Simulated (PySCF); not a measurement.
Al(Cl)2(Me), SMILES [Cl][Al]([CH3])[Cl] (CH3AlCl2), singlet, CAM-B3LYP/def2-SVP optimised geometry. Atoms within 1.6 Å of the plane z = 0.0 Å (x, y, z in Å): Al1 (-0.03, -0.27, 0.00), Cl2 (-0.96, -2.14, 0.02), Cl3 (2.07, -0.27, 0.00), C4 (-1.04, 1.38, 0.00), H5 (-0.56, 2.14, -0.63), H6 (-1.09, 1.78, 1.02), H7 (-2.07, 1.22, -0.35).

Calculation: CAM-B3LYP/def2-TZVP run with PySCF 2.14.0. Cells within 0.4 Å of a nucleus heavier than hydrogen are left out (blank, or x).

Map of the electron localisation function on the plane z = 0.0 Å:

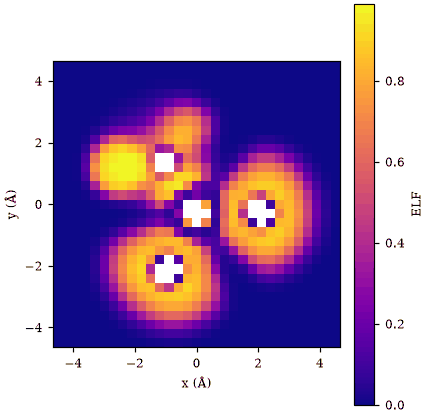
Figure. Electron localisation function on the plane z = 0.0 Å.
